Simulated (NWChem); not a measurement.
# GeHF (SMILES [F][GeH]): M06-2X/6-31G(d) (spherical functions)

Aim: the vertical ionisation energy of GeHF at M06-2X/6-31G* (spherical functions), from 2 runs. 

The results are computed with NWChem 7.3.0.

## Step 1: The structure to begin with

The species is GeHF (3 atoms), meant as a singlet with charge 0. As SMILES, `[F][GeH]`. Geometry: relaxed at PBE0-D4/def2-TZVP.

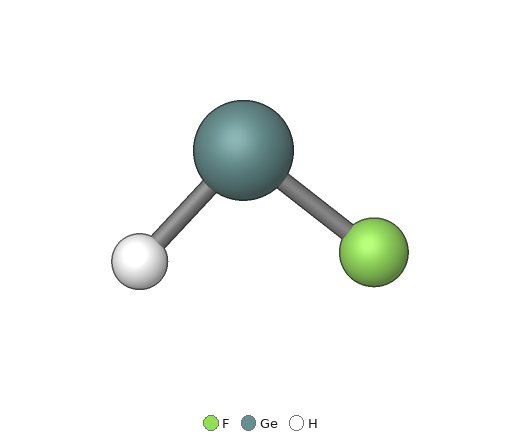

The structure, seen from a chosen angle (fluorine green, germanium teal, hydrogen white).

## Step 2: A single-point energy at M06-2X/6-31G(d) (spherical functions)

job.nw reads:

```
START job
memory total 2200 mb
GEOMETRY noautosym nocenter noautoz
  F        0.672100       1.012600       0.469700
  Ge      -0.657900       0.195200      -0.335600
  H       -0.025200      -1.272700      -0.147400
END
BASIS "ao basis" spherical bse
  * library 6-31G*
END
DFT
  xc m06-2x
  grid xcoarse
  convergence energy 1e-08
  iterations 100
  mulliken
  print low
END
TASK dft energy
```

The run is started by

```bash
nwchem job.nw > job.out
```

The program printed:

```text
[...]
 d= 0,ls=0.0,diis     1  -2177.0569862855 -2.28D+03  1.85D-02  4.24D-01     0.5
[...]
 d= 0,ls=0.0,diis     9  -2177.1081413957 -2.11D-09  1.40D-06  6.35D-09     2.8
         Total DFT energy =    -2177.108141395656
      One electron energy =    -3232.287320880797
           Coulomb energy =     1045.873332333242
    Exchange-Corr. energy =      -89.906800391765
 Nuclear repulsion energy =       99.212647543663
[...]
      Total Density - Mulliken Population Analysis
     ---------------------------------------------
    Atom       Charge   Shell Charges
 -----------   ------   -------------------------------------------------------
    1 F    9     9.46   2.00  0.93  3.29  1.04  2.20  0.01
    2 Ge  32    31.46   2.00  2.00  6.00  2.00  5.99  1.45  1.27  0.36  0.24  6.91  2.93  0.30
    3 H    1     1.08   0.49  0.59
[...]
```

It took 3.6 s on 1 thread of Intel Xeon 6975P-C (Granite Rapids), shared host; peak memory 0.099 GiB.

## Step 3: The doublet cation, same level

fgeh.nw reads:

```
echo
start fgeh
title "FGeH"
memory stack 880 mb heap 220 mb global 1100 mb
charge 1

geometry noautosym nocenter noautoz
  F     0.672100    1.012600    0.469700
  Ge   -0.657900    0.195200   -0.335600
  H    -0.025200   -1.272700   -0.147400
end

basis spherical bse
  * library 6-31G*
end

dft
  xc m06-2x
  mult 2
  grid xcoarse
  convergence energy 1e-08
  iterations 100
  mulliken
  noprint "final vectors analysis"
end

task dft
```

The run is started by

```bash
nwchem fgeh.nw > fgeh.out
```

The program printed:

```text
[...]
          Wavefunction type:  spin polarized.
          No. of atoms     :     3
          No. of electrons :    41
[...]
          Charge           :     1
          Spin multiplicity:     2
[...]
          AO basis - number of functions:    48
[...]
              XC Information
              --------------
                       M06-2X Method XC Functional
                     Hartree-Fock (Exact) Exchange  0.540
                        M06-2X Exchange Functional  1.000
                      M06-2X Correlation Potential  1.000
[...]
 d= 0,ls=0.0,diis     1  -2176.3619503901 -2.28D+03  1.86D-02  2.09D+00     0.6
[...]
 d= 0,ls=0.0,diis    12  -2176.7561327173 -4.78D-09  1.30D-06  5.27D-10     4.0
[...]
         Total DFT energy =    -2176.756132717302
      One electron energy =    -3218.941893174321
           Coulomb energy =     1032.560746760692
    Exchange-Corr. energy =      -89.587633847336
 Nuclear repulsion energy =       99.212647543663
[...]
      Total Density - Mulliken Population Analysis
     ---------------------------------------------
    Atom       Charge   Shell Charges
 -----------   ------   -------------------------------------------------------
    1 F    9     9.32   2.00  0.95  3.26  1.03  2.08  0.01
    2 Ge  32    30.87   2.00  2.00  6.00  2.00  5.99  1.47  1.11  0.12  0.05  6.92  2.92  0.29
    3 H    1     0.80   0.43  0.38
[...]
      <S2> =      0.7631 (Exact =     0.7500)
[...]
```

It took 4.8 s on 1 thread of Intel Xeon 6975P-C (Granite Rapids), shared host; peak memory 0.1 GiB.

## Step 4: Outcome

Level: M06-2X/6-31G* (spherical functions).

```
                                          quantity           value
                        singlet GeHF: total energy  -2177.10814 Eh
                      doublet cation: total energy  -2176.75613 Eh
                              doublet cation: ⟨S²⟩           0.763
vertical ionisation energy (to the doublet cation)        9.579 eV
```

**Reading.** Removing an electron at fixed nuclei costs 9.58 eV (924 kJ/mol).
